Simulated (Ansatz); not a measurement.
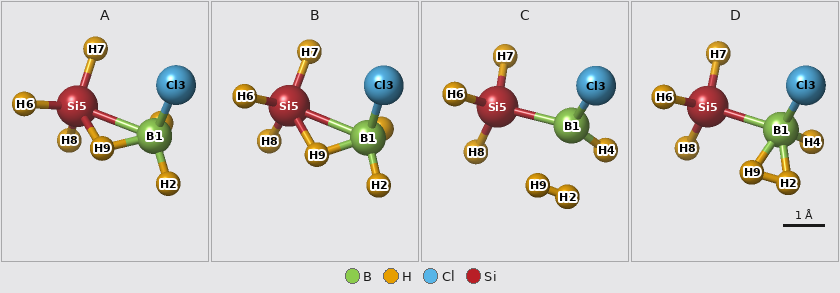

4 geometries from a converged minimum-energy path of BSiH$_{6}$Cl, shuffled. The picture is a ball-and-stick view, seen from a free direction.

These are results of Ansatz 0.2.0, RKS PBE-D4/def2-SVP, not measurements. Set-up: 9 movable images; climbing image; force threshold 0.05 eV/Å; iteration limit 60; starting path through a guess of the saddle point.

Q: Which frame is the top of the path?

A: C. In order along the path, whose images run from 0 to 10: A (image 0, 0.0 kJ/mol), B (image 2, +4.4 kJ/mol), D (image 5, +42.5 kJ/mol), C (image 7, +55.6 kJ/mol). Breaking: B1–H2 (1.22 → 1.86 at the top → 2.93 Å), B1–H9 (1.33 → 1.87 at the top → 3.03 Å), Si5–H9 (1.66 → 2.71 at the top → 3.36 Å). Forming: H2–H9 (1.83 → 0.79 at the top → 0.77 Å).

The run took 5 min on 1 thread of Arm Neoverse V1 (shared host), peak memory 0.14 GiB.
